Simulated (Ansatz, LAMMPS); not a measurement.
## Electronic structure of glassy 40SiO2-28Al2O3-16Li2O-16SrO (mol %) (85 atoms)

What does DFT give for glassy 40SiO2-28Al2O3-16Li2O-16SrO (mol %) (85 atoms) as built?

Method: Kohn-Sham DFT, PBEsol, PAW (set soft_2), plane waves, in Ansatz 0.2.0.

## (1) Starting point

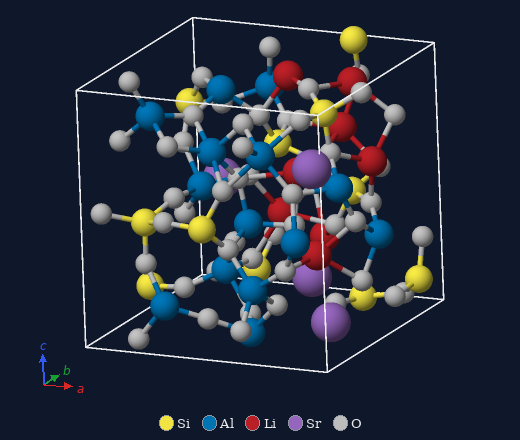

The starting structure, seen slightly off an axis (silicon yellow, aluminium blue, lithium red, strontium purple, oxygen light grey). Some periodic images of atoms are drawn too.

The cell holds 85 atoms: 10 Si, 14 Al, 8 Li, 4 Sr and 49 O. Its edges and angles: a = 9.775 Å, b = 9.775 Å, c = 9.775 Å, α = 90.0°, β = 90.0°, γ = 90.0°. 85 atoms (10 Si, 14 Al, 8 Li, 4 Sr, 49 O) placed at random at 3.29 g/cm³, melted at 4000 K for 10 ps at fixed volume with the Morse and Coulomb pair potential with partial charges (Pedone, Malavasi, Menziani, Cormack and Segre, J. Phys. Chem. B 110, 11780 (2006)). Quenched from 4000 K to 300 K at 6 K/ps and fixed volume, held 5 ps, then minimised at fixed cell.

Limits known from the start: The quench rate of 6 K/ps is orders of magnitude faster than experiment, which tends to freeze in extra defects. The network of bonds at the start is that of the classical potential that made the cell, and needn't be the one that DFT or experiment would give. Only the Γ point is sampled, in a cell whose shortest periodic width is 10 Å.

## (2) The classical run that made the cell

A classical potential makes the cell, at a small fraction of what the same run would cost in DFT.

This step: classical MD, Morse and Coulomb pair potential with partial charges (Pedone, Malavasi, Menziani, Cormack and Segre, J. Phys. Chem. B 110, 11780 (2006)) (LAMMPS 22 Jul 2025 - Update 4).

File in.lmp:

```
# melt-quench of Si10Al14Li8Sr4O49
units metal
atom_style charge
boundary p p p
region box block 0 9.7755 0 9.7755 0 9.7755
create_box 5 box
mass 1 28.0850   # Si
mass 2 26.9815   # Al
mass 3 6.9400   # Li
mass 4 87.6200   # Sr
mass 5 15.9990   # O
create_atoms 1 random 10 433863 NULL overlap 1.5 maxtry 2000
create_atoms 2 random 14 433870 NULL overlap 1.5 maxtry 2000
create_atoms 3 random 8 433877 NULL overlap 1.5 maxtry 2000
create_atoms 4 random 4 433884 NULL overlap 1.5 maxtry 2000
create_atoms 5 random 49 433891 NULL overlap 1.5 maxtry 2000
pair_style hybrid/overlay pedone 5.5 coul/long 8.0
pair_coeff * * coul/long
pair_coeff 1 5 pedone 0.340554 2.006700 2.100000 1   # Si-O
pair_coeff 2 5 pedone 0.361581 1.900442 2.164818 0.9   # Al-O
pair_coeff 3 5 pedone 0.001114 3.429506 2.681360 1   # Li-O
pair_coeff 4 5 pedone 0.019623 1.886000 3.328330 3   # Sr-O
pair_coeff 5 5 pedone 0.042395 1.379316 3.618701 22   # O-O
set type 1 charge 2.4
set type 2 charge 1.8
set type 3 charge 0.6
set type 4 charge 1.2
set type 5 charge -1.2
kspace_style pppm 1.0e-4
neigh_modify delay 0 every 1 check yes
thermo_style custom step time temp pe press density
thermo_modify norm yes
timestep 0.002
thermo 100
# [... 18 lines left out ...]
thermo 1250
fix md all nvt temp 300 300 0.2
run 2500 post no
unfix md
thermo 100
min_style cg
minimize 0 1e-3 2000 20000
write_dump all custom glass.dump id type xs ys zs modify sort id
```

On the command line:

```sh
$ lmp -in in.lmp -log none -nocite
```

Numbers of over 12 decimals in the logs are rounded to 6 here.

Output:

```text
LAMMPS (22 Jul 2025 - Update 4)
Created orthogonal box = (0 0 0) to (9.7755 9.7755 9.7755)
Created 10 atoms
Created 14 atoms
Created 8 atoms
Created 4 atoms
Created 49 atoms
PPPM initialization ...
  G vector (1/distance) = 0.37555083
  grid = 10 10 10
  estimated relative force accuracy = 7.7488068e-05
   Step          Time           Temp          PotEng         Press         Density
         0   0              0             -4.4344938      707256.52      3.2859537
        81   0.162          0             -12.943582      32683.005      3.2859537
Loop time of 0.0841062 s on 1 MPI rank(s) for 81 steps with 85 atoms
Minimization stats:
  Stopping criterion = energy tolerance
  Energy initial, next-to-last, final =
     -4.43449383522807  -12.9423574152716  -12.9435824761101
  Force two-norm initial, final = 229.5565 2.4127782
  Iterations, force evaluations = 81 102
   Step          Time           Temp          PotEng         Press         Density
[... 12 lines left out ...]
[... 1 line left out ...]
Loop time of 4.5818 s on 1 MPI rank(s) for 5000 steps with 85 atoms
   Step          Time           Temp          PotEng         Press         Density
[... 12 lines left out ...]
Loop time of 201.689 s on 1 MPI rank(s) for 308333 steps with 85 atoms
   Step          Time           Temp          PotEng         Press         Density
[... 2 lines left out ...]
    316250   632.5          311.11238     -13.089246      11530.062      3.2859537
    316833   633.666        248.1133      -13.082259      18969.834      3.2859537
Loop time of 2.46299 s on 1 MPI rank(s) for 2500 steps with 85 atoms
   Step          Time           Temp          PotEng         Press         Density
    316833   633.666        248.1133      -13.082259      18969.834      3.2859537
    316842   633.684        248.1133      -13.123306      8702.0555      3.2859537
Loop time of 0.0575989 s on 1 MPI rank(s) for 9 steps with 85 atoms
Minimization stats:
  Stopping criterion = linesearch alpha is zero
  Energy initial, next-to-last, final =
     -13.0822588657592  -13.1233055861712  -13.1233055861712
  Force two-norm initial, final = 12.162983 0.84791968
  Iterations, force evaluations = 9 53
```

Elapsed: 3.5 min, on 1 thread of Arm Neoverse N1, shared host; peak memory 0.074 GiB.

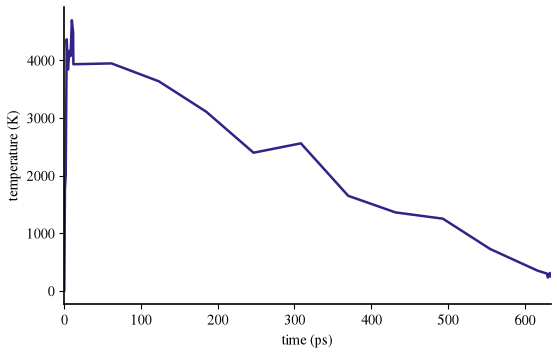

Temperature against time.

## (3) Plane-wave single point

The electrons are solved once, with the atoms held.

File input.yaml:

```yaml
crystal:
  lattice:
    - [9.7755, 0.0, 0.0]
    - [0.0, 9.7755, 0.0]
    - [0.0, 0.0, 9.7755]
  atoms:
    - { symbol: Si, position: [0.47964, 0.70634, 0.64039] }
    - { symbol: Si, position: [0.82579, 0.4031, 0.87714] }
    - { symbol: Si, position: [0.29487, 0.86781, 0.08793] }
    - { symbol: Si, position: [0.69291, 0.94466, 0.99639] }
    - { symbol: Si, position: [0.01832, 0.52428, 0.09274] }
    - { symbol: Si, position: [0.458, 0.08588, 0.47873] }
    - { symbol: Si, position: [0.75624, 0.75731, 0.46924] }
    - { symbol: Si, position: [0.97676, 0.84546, 0.12204] }
    - { symbol: Si, position: [0.11733, 0.70955, 0.76581] }
    - { symbol: Si, position: [0.16376, 0.20431, 0.44424] }
    - { symbol: Al, position: [0.61903, 0.16805, 0.23414] }
    - { symbol: Al, position: [0.33624, 0.53597, 0.88412] }
    - { symbol: Al, position: [0.85341, 0.0668, 0.46928] }
    - { symbol: Al, position: [0.5209, 0.33784, 0.01301] }
    - { symbol: Al, position: [0.18302, 0.24245, 0.84878] }
    - { symbol: Al, position: [0.41631, 0.2761, 0.72095] }
    - { symbol: Al, position: [0.25531, 0.16131, 0.13996] }
    - { symbol: Al, position: [0.92731, 0.29829, 0.62548] }
    - { symbol: Al, position: [0.33305, 0.95224, 0.78088] }
    - { symbol: Al, position: [0.67266, 0.16497, 0.76328] }
    - { symbol: Al, position: [0.50415, 0.38695, 0.42048] }
    - { symbol: Al, position: [0.97718, 0.52429, 0.38739] }
    - { symbol: Al, position: [0.32334, 0.54959, 0.1799] }
    - { symbol: Al, position: [0.24697, 0.52587, 0.50322] }
    - { symbol: Li, position: [0.80709, 0.33991, 0.3408] }
    - { symbol: Li, position: [0.56702, 0.63684, 0.93224] }
    - { symbol: Li, position: [0.46617, 0.75363, 0.35796] }
    - { symbol: Li, position: [0.92637, 0.58968, 0.64739] }
    - { symbol: Li, position: [0.80601, 0.6904, 0.91595] }
    - { symbol: Li, position: [0.6356, 0.93386, 0.65481] }
    - { symbol: Li, position: [0.66693, 0.48654, 0.60826] }
    - { symbol: Li, position: [0.57021, 0.89068, 0.23702] }
    - { symbol: Sr, position: [0.67091, 0.5669, 0.17846] }
    - { symbol: Sr, position: [0.92606, 0.19519, 0.13246] }
    - { symbol: Sr, position: [0.17372, 0.852, 0.43658] }
    - { symbol: Sr, position: [0.96403, 0.00537, 0.78529] }
    - { symbol: O, position: [0.88345, 0.65558, 0.46441] }
    - { symbol: O, position: [0.2184, 0.34658, 0.50411] }
    - { symbol: O, position: [0.65373, 0.79202, 0.0104] }
    - { symbol: O, position: [0.50438, 0.20749, 0.36988] }
    - { symbol: O, position: [0.13778, 0.6025, 0.64174] }
    - { symbol: O, position: [0.1392, 0.16578, 0.99929] }
    - { symbol: O, position: [0.12882, 0.86546, 0.06473] }
    - { symbol: O, position: [0.80544, 0.24181, 0.89278] }
    - { symbol: O, position: [0.66363, 0.44958, 0.41188] }
    - { symbol: O, position: [0.63958, 0.70393, 0.58928] }
    - { symbol: O, position: [0.68137, 0.00251, 0.84282] }
    - { symbol: O, position: [0.96328, 0.44612, 0.95889] }
    - { symbol: O, position: [0.3064, 0.12728, 0.77398] }
    - { symbol: O, position: [0.79998, 0.16624, 0.62573] }
    - { symbol: O, position: [0.62916, 0.03706, 0.11322] }
    - { symbol: O, position: [0.2035, 0.64973, 0.88658] }
    - { symbol: O, position: [0.71601, 0.50441, 0.9329] }
    - { symbol: O, position: [0.29374, 0.09845, 0.48598] }
    - { symbol: O, position: [0.64694, 0.31279, 0.13867] }
    - { symbol: O, position: [0.39294, 0.24181, 0.08073] }
    - { symbol: O, position: [0.1581, 0.21268, 0.2809] }
    - { symbol: O, position: [0.77178, 0.1399, 0.33277] }
    - { symbol: O, position: [0.4684, 0.388, 0.59357] }
    - { symbol: O, position: [0.44648, 0.86212, 0.6806] }
    - { symbol: O, position: [0.30899, 0.99581, 0.18808] }
    - { symbol: O, position: [0.95417, 0.3763, 0.47589] }
    - { symbol: O, position: [0.68149, 0.75764, 0.32865] }
    - { symbol: O, position: [0.43903, 0.50714, 0.03047] }
    - { symbol: O, position: [0.5296, 0.12787, 0.62273] }
    - { symbol: O, position: [0.9318, 0.46049, 0.22029] }
    - { symbol: O, position: [0.97381, 0.89534, 0.27264] }
    - { symbol: O, position: [0.86692, 0.93726, 0.03191] }
    - { symbol: O, position: [0.05032, 0.24875, 0.73778] }
    - { symbol: O, position: [0.80124, 0.90671, 0.52522] }
    - { symbol: O, position: [0.02858, 0.11446, 0.48941] }
    - { symbol: O, position: [0.50386, 0.94982, 0.41597] }
    - { symbol: O, position: [0.95568, 0.68177, 0.09857] }
    - { symbol: O, position: [0.95846, 0.73046, 0.79168] }
    - { symbol: O, position: [0.36411, 0.90294, 0.94744] }
    - { symbol: O, position: [0.34354, 0.73307, 0.17173] }
    - { symbol: O, position: [0.17342, 0.49694, 0.11012] }
    - { symbol: O, position: [0.39957, 0.47576, 0.31439] }
    - { symbol: O, position: [0.14047, 0.58964, 0.36996] }
    - { symbol: O, position: [0.37782, 0.66116, 0.52131] }
    - { symbol: O, position: [0.1769, 0.86169, 0.72541] }
    - { symbol: O, position: [0.45146, 0.61808, 0.7726] }
    - { symbol: O, position: [0.55027, 0.27761, 0.84379] }
    - { symbol: O, position: [0.29326, 0.37902, 0.82302] }
    - { symbol: O, position: [0.83396, 0.42723, 0.71592] }
kpoints:
  mp_grid: { grid: [1, 1, 1] }
hamiltonian:
  xc: pbesol
scf:
  occupations: { method: fixed }
output:
  forces: true
  stress: true
  populations: true
  dos:
    method: { smearing: { sigma: 0.08 } }
    de: 0.1
    projected: { site_lists: { Al: [Al], Li: [Li], O: [O], Si: [Si], Sr: [Sr] } }
  eigenvalues: true
  write_density: true
  write_potential: true
  volumetric_format: npy
```

On the command line:

```sh
$ ansatz run input.yaml --threads 8 --pin off --max-ram 15872MiB --backend cpu --events-out ev --progress --plain --runs-dir out
```

Output:

```text
Engine: ansatz 0.2.0, aarch64-unknown-linux-gnu
Pseudopotentials: kind: paw
Pseudopotential: Si, paw, valence charge 4, recommended cutoff 420 eV (normal), Si.paw.azcp
Pseudopotential: Al, paw, valence charge 3, recommended cutoff 420 eV (normal), Al.paw.azcp
Pseudopotential: Li, paw, valence charge 3, recommended cutoff 420 eV (normal), Li.paw.azcp
[...]
--- Band table (eV) ---
  k-point 0: bands = ["-38.1799", "-37.9718", "-37.6539", "-37.5777", [... 289 levels ...], "15.7907", "15.8141", "15.8429", "15.8707", "15.9351", "16.0143", "16.1098", "16.1726", "16.2126", "16.2217", "16.2541", "16.3420"]
--- Löwdin populations: 85 sites ---
  site symbol       q [e]
     0     Si      2.3448
     1     Si      2.3573
     2     Si      2.3329
[...]
84      O      6.8912
  spilling = 0.011504 (of n_electrons = 440.000000)
[key lines of the parts left out:]
SCF converged after 9 iterations
Free energy (F): -56741.356846 eV
Fermi energy:    5.622757 eV
P = ⅓ Tr σ = 5.8571 GPa (58.571 kbar)
```

The job ended after 16 s (8 threads of Arm Neoverse N1, shared host; peak memory 1.2 GiB).

Reading the cycles: dr2 is the Hartree energy of the density residual (eV), the measure of convergence; HF is the Harris–Foulkes estimate of the energy, which meets the free energy F at convergence.

The run gave:

```yaml
free_energy: -56741.3568 eV
free_energy_per_atom: -667.5454 eV/atom
scf_cycles: 9
pressure: 5.857 GPa
r_m_s_force_component: 0.8057 eV/Å
longest_force: 3.266 eV/Å
fermi_energy: 5.623 eV
spacing_of_highest_filled_and_lowest_empty_level: 3.985 eV
spilling_of_the_projection: 0.0115
```

Length of the force by element:

```csv
element,coordination,atoms,mean length of the force (eV/Å),spread,least,most
Al,all,14,0.862,0.420,0.236,1.70
Li,all,8,0.732,0.222,0.428,1.20
O,all,49,1.49,0.645,0.580,3.27
Si,all,10,1.20,0.413,0.605,1.87
Sr,all,4,0.781,0.305,0.536,1.29
```

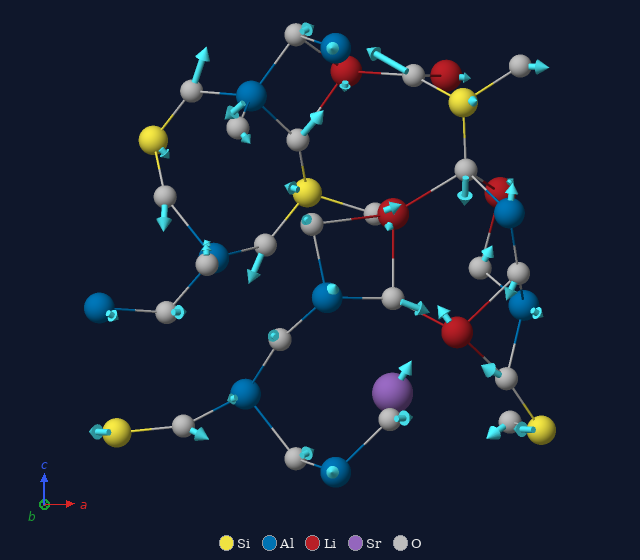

Forces as arrows; the longest in the cell is 3.27 eV/Å. Drawn is a slice 4 Å thick, seen along the normal of the ac plane.

Löwdin charges by element (they lack the spilled electrons, 0.060 e an atom on average):

```csv
element,coordination,atoms,mean charge (e),spread,least,most
Al,all,14,1.26,0.0326,1.21,1.31
Li,all,8,0.792,0.0199,0.764,0.820
O,all,49,-0.874,0.0634,-1.07,-0.772
Si,all,10,1.65,0.0265,1.60,1.70
Sr,all,4,1.85,0.0116,1.83,1.87
```

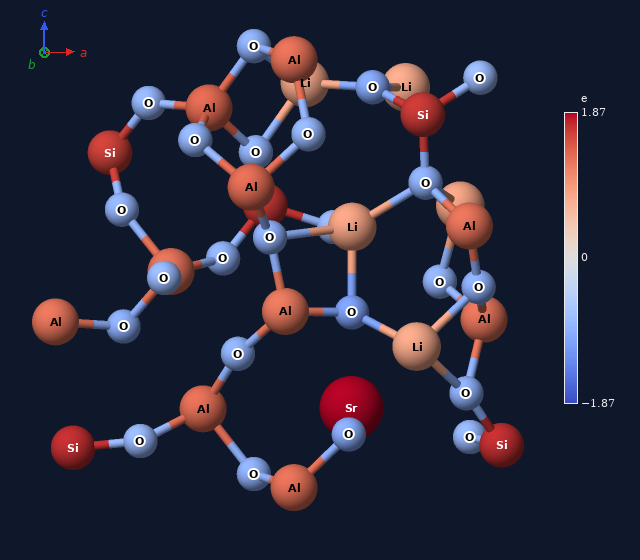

Atoms coloured by Löwdin charge. Drawn is a slice 4 Å thick, seen along the normal of the ac plane.

States in the cell by windows of 1 eV, zero at the Fermi level; the larger projections on atomic orbitals stand beside the total:

```
from (eV)  to (eV)  total   O p
      -10       -9    2.0   1.3
       -9       -8    6.0   4.1
       -8       -7    9.7   7.0
       -7       -6   21.8  16.4
       -6       -5   26.7  20.7
       -5       -4   41.0  33.3
       -4       -3   50.4  44.3
       -3       -2   50.7  47.0
       -2       -1   54.3  51.4
       -1        0   30.8  29.4
        0        1    0.5   0.4
        1        3    0.0   0.0
        3        4    1.7   0.0
        4        5    0.3   0.0
```

The curve was stored every 0.100 eV, coarse against its broadening of 0.08 eV, so these counts are rough.

With fixed occupations the program's Fermi level is the highest filled level; weight inside the gap is the broadening of levels at its edges.

Between -26 and -10 eV lie 122 more states.

The stored curve holds about 416 of the 440 electrons; the rest, give or take the few that broadening carries across the Fermi level, lie in deeper levels below its range.

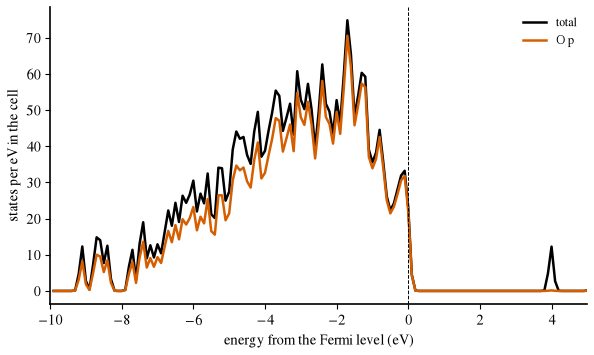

Total and projected density of states, with the broadening of the input.

The levels nearest the highest filled one (over half full), pooled over k-points and spins:

```csv
level less the highest filled one (eV),occupation
-0.290,2
-0.255,2
-0.177,2
-0.118,2
-0.0642,2
0,2
3.99,0
5.19,0
5.50,0
5.70,0
5.84,0
5.89,0
```

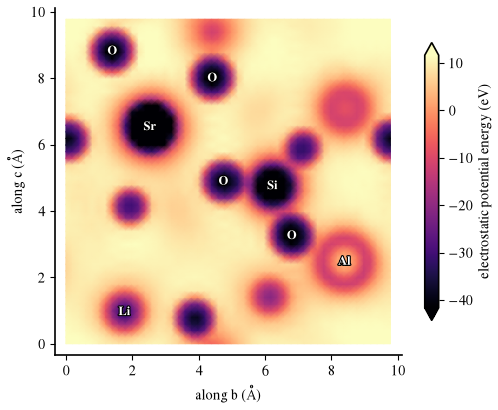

Electrostatic potential energy in the bc plane at fractional x = 0.673, with atoms of Si and Al and Li and Sr and O within 0.2 Å of it. With pseudopotentials it is smooth inside the atoms' cores, unlike the true potential. The map starts off the cell's origin, so that atoms lie inside it.

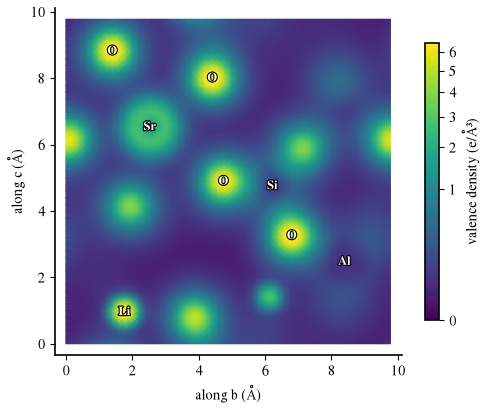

Valence density in the bc plane at fractional x = 0.673, with atoms of Si and Al and Li and Sr and O within 0.2 Å of it. It is the smooth field of the valence electrons, not physical close to the nuclei. The map starts off the cell's origin, so that atoms lie inside it. The colour scale is stretched toward low values.

Mean Löwdin charges: Al +1.26, Li +0.79, O -0.87, Si +1.65, Sr +1.85 e (they miss 1.2 % of the electrons, so they add up to more than the cell's charge).

## (4) Local order

These statistics describe the geometry on which the runs were made.

Density 3.29 g/cm³, 10.99 Å³ an atom.

g(r), total and by pair (bins of 0.2 Å):

```csv
r (Å),total,O-O,O-Al,O-Si,O-Li,O-Sr,Al-Al
1.50,0.71,0.00,0.00,5.25,0.00,0.00,0.00
1.70,2.29,0.00,7.43,6.46,0.00,0.00,0.00
1.90,0.89,0.00,2.51,0.00,3.77,0.00,0.00
2.10,0.41,0.00,0.13,0.00,3.30,0.00,0.00
2.30,0.07,0.00,0.00,0.00,0.35,0.34,0.00
2.50,0.69,1.29,0.18,0.00,0.29,2.34,0.00
2.70,1.67,3.50,0.38,0.11,0.76,3.08,1.04
2.90,1.19,2.07,0.38,0.35,0.46,1.35,2.72
3.10,1.09,0.94,0.79,0.62,0.20,1.56,2.00
3.30,1.24,1.18,0.85,0.83,1.31,0.70,4.17
3.50,0.93,0.97,0.92,0.87,1.08,0.91,0.30
3.70,0.95,0.45,1.42,1.49,0.83,0.54,0.84
3.90,0.96,0.51,1.14,1.60,1.54,0.52,1.00
4.10,0.90,0.35,1.58,1.44,0.95,0.33,0.91
4.30,1.21,0.58,2.12,1.77,1.58,1.14,0.41
4.50,1.04,0.82,1.23,1.01,1.46,1.33,0.56
4.70,0.86,1.18,0.45,0.96,0.60,1.28,1.21
```

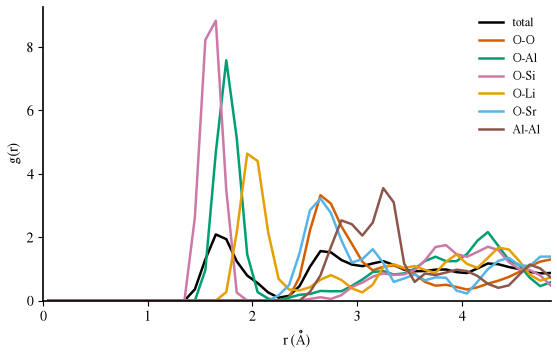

Pair distribution functions, lightly smoothed.

A closer look about O53, which bears the longest force: 13 atoms, nearest first, numbered in the order of the input, with positions taken from that point.

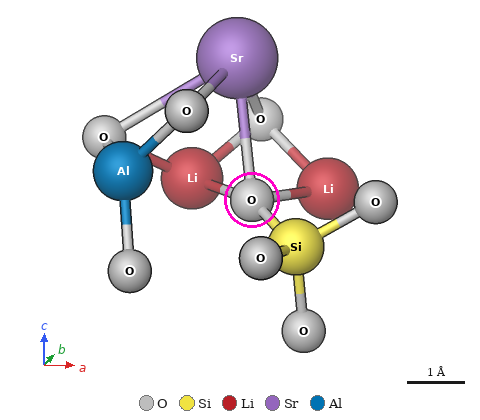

The atoms of the table, within 3.0 Å (arrows a, b, c point along x, y, z); some may hide others; the central atom is ringed.

```
atom      x      y      z  distance (Å)  Löwdin charge (e)     Fx     Fy  Fz (eV/Å)
 O53   0.00   0.00   0.00          0.00              -0.98  -2.20   2.11       1.17
 Si2   1.07  -0.99  -0.55          1.56               1.64   0.34  -0.49       0.09
Li26  -1.46   1.29  -0.01          1.95               0.78  -0.03   0.32      -0.60
Li29   0.88   1.82  -0.17          2.03               0.77   0.68   0.01      -0.08
 O48   2.42  -0.57   0.25          2.50              -0.77   1.14  -0.48      -0.03
Sr33  -0.44   0.61   2.40          2.52               1.85   0.61  -0.27       1.10
 O85   1.15  -0.75  -2.12          2.53              -0.89   0.01   1.12      -1.74
Al14  -1.91  -1.63   0.78          2.63               1.26  -0.20  -0.84       0.07
 O44   0.87  -2.57  -0.39          2.74              -0.87  -0.17  -1.82       0.24
 O55  -0.68  -1.87   2.01          2.83              -0.94   1.03   0.97       0.01
 O64  -2.71   0.03   0.95          2.87              -0.88   0.76   0.73       0.29
 O83  -1.62  -2.22  -0.87          2.88              -0.83   0.34  -0.20      -0.42
 O39  -0.61   2.81   0.76          2.97              -0.99  -0.69  -3.03      -0.05
```

## (5) Outcome

```yaml
free_energy_per_atom: -667.5454 eV/atom
pressure: 5.857 GPa
r_m_s_force_component: 0.8057 eV/Å
spacing_of_highest_filled_and_lowest_empty_level: 3.985 eV
wall_time_of_the_1_dft_run: 16 s
```

Between filled and empty levels lie 3.99 eV (at Γ alone); a semilocal functional tends to put such gaps too low. In a disordered cell it changes from sample to sample, and tail or defect levels can set it.

What to keep in mind: The geometry was minimised with a classical potential after classical dynamics and isn't relaxed at this level: its force components are 0.81 eV/Å r.m.s. The pressure of 5.9 GPa belongs to a cell and atoms that aren't relaxed at this level.

[Logs are printed without paths, hosts, clocks, repeated set-up lines and the standing remarks that a program may print on its own settings, such as how far it seeks lower states.]

[Hosts, paths, dates, database ids (printed as entryN), source tags and the programs' standing remarks are cut or masked in the printed files.]
